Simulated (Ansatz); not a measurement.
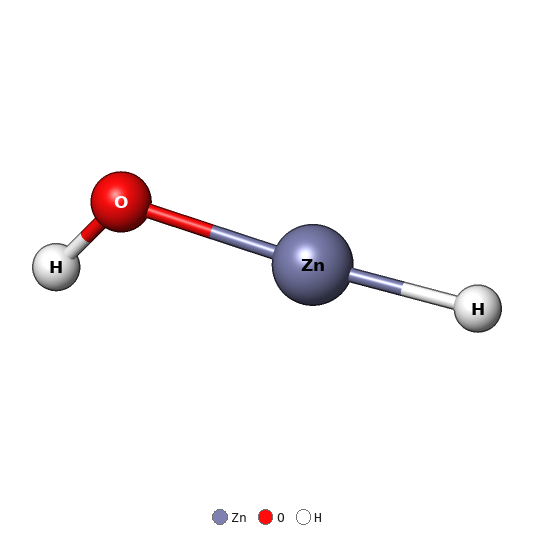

Rendered structure (ball-and-stick style). Every bond is drawn as one stick, whatever its order.

The geometry was computed by an optimisation with PBE0-D4/def2-TZVP.

Question: Count the atoms of each element.

Answer: H2OZn, 4 atoms: 2 hydrogen, 1 oxygen and 1 zinc.

Question: How many bonds of each kind are drawn?

Answer: 1 O–Zn, 1 Zn–H, 1 O–H. Sticks follow a distance rule.

The parts below concern this one geometry. Atoms keep their numbers from picture to picture.

### Vibrations

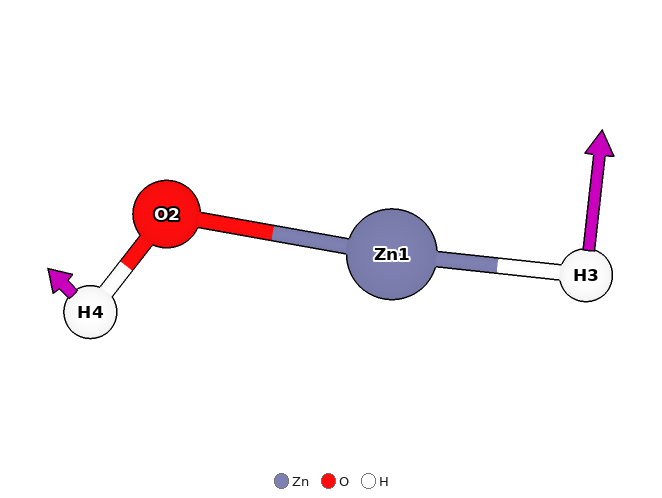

The arrows show one normal mode. Harmonic vibrations computed with RKS PBE0-D4/def2-TZVP (Ansatz 0.2.0) at a stationary point of the same level.

Question: Estimate its harmonic wavenumber.

Answer: 471 cm⁻¹; it is mode 1 of 6 counted from the lowest.

### Dipole moment

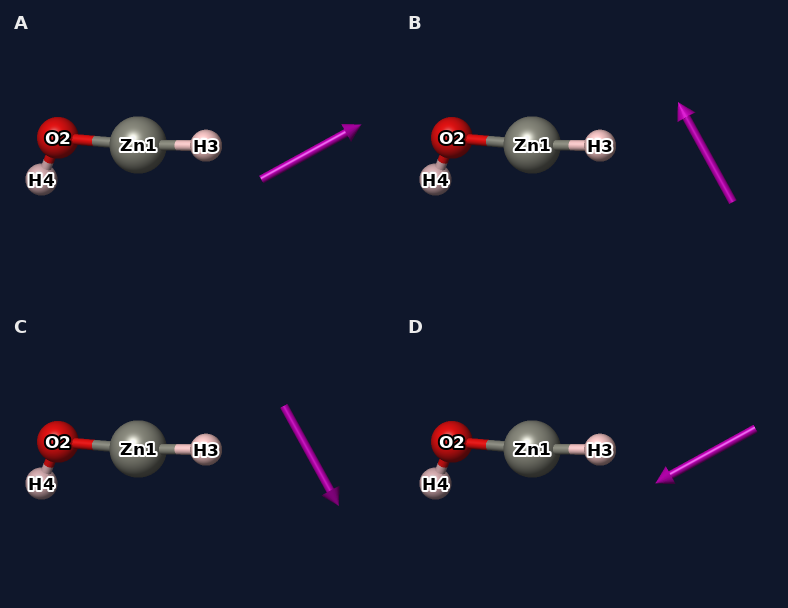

The same molecule four times, each with an arrow. Properties computed with RKS PBE0-D4/def2-TZVP (Ansatz 0.2.0).

Question: Which arrow points along the dipole moment, from the negative to the positive end?

Answer: C. The dipole moment is 1.52 D; it points from the side of O2 to the side of H3 (the outermost atoms at the two ends).

### Charges

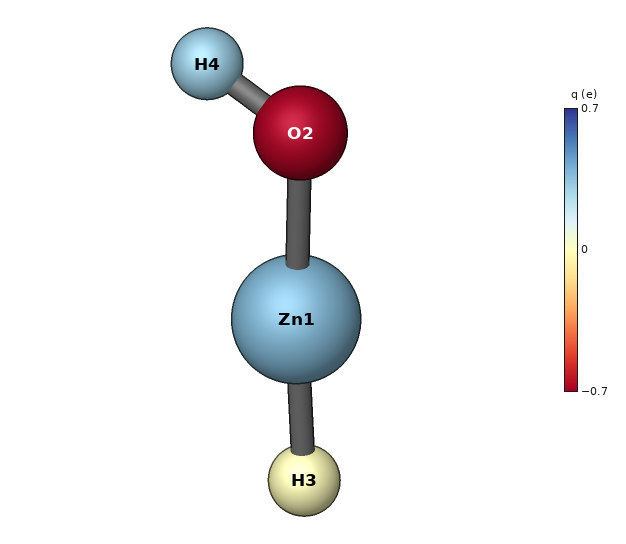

Atoms are coloured by their Mulliken charges. Method: RKS PBE0-D4/def2-TZVP (Ansatz 0.2.0).

Question: Which atom carries the highest charge (most positive or least negative)?

Answer: Zn1 (0.37 e).

Question: And the lowest?

Answer: O2 (−0.68 e).

Give the Mulliken charges atom by atom.

```csv
atom,value (e)
Zn1,0.37
O2,−0.68
H3,−0.01
H4,0.32
```

Mulliken values depend strongly on the basis set and can even reverse the polarity of a bond.
